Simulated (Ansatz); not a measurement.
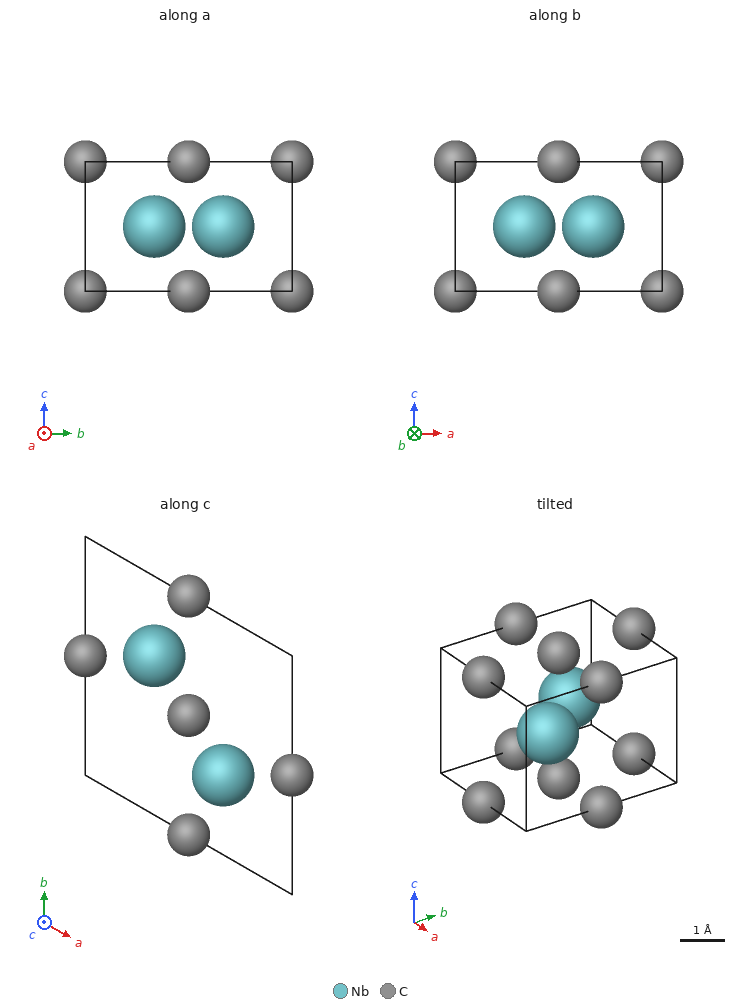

Crystal structure, spheres-only style, seen along the a axis, along the b axis, along the c axis and slightly off an axis. Atoms at the boundary of the conventional unit cell (the box) are drawn once for each face, edge or corner they touch.

Lattice parameters: a = 5.4648 Å, b = 5.4648 Å, c = 2.9658 Å, α = 90.000°, β = 90.000°, γ = 120.000°.

Transcribe the picture into a CIF with its space group and independent sites.

Answer.
```cif
data_structure
_symmetry_space_group_name_H-M 'P 6/m m m'
_symmetry_Int_Tables_number 191
_cell_length_a 5.4648
_cell_length_b 5.4648
_cell_length_c 2.9658
_cell_angle_alpha 90.000
_cell_angle_beta 90.000
_cell_angle_gamma 120.000
_cell_volume 76.70
loop_
_atom_site_label
_atom_site_type_symbol
_atom_site_symmetry_multiplicity
_atom_site_Wyckoff_symbol
_atom_site_fract_x
_atom_site_fract_y
_atom_site_fract_z
_atom_site_occupancy
Nb1 Nb 2 d 0.3333 0.6667 0.5000 1
C1 C 3 f 0.5000 0.0000 0.0000 1
```

The cell started as a random cell made by a generator, so it need not be a real form of the compound. Earlier steps of the study may have refined or changed the cell and positions. A calculation with Ansatz used it as input.
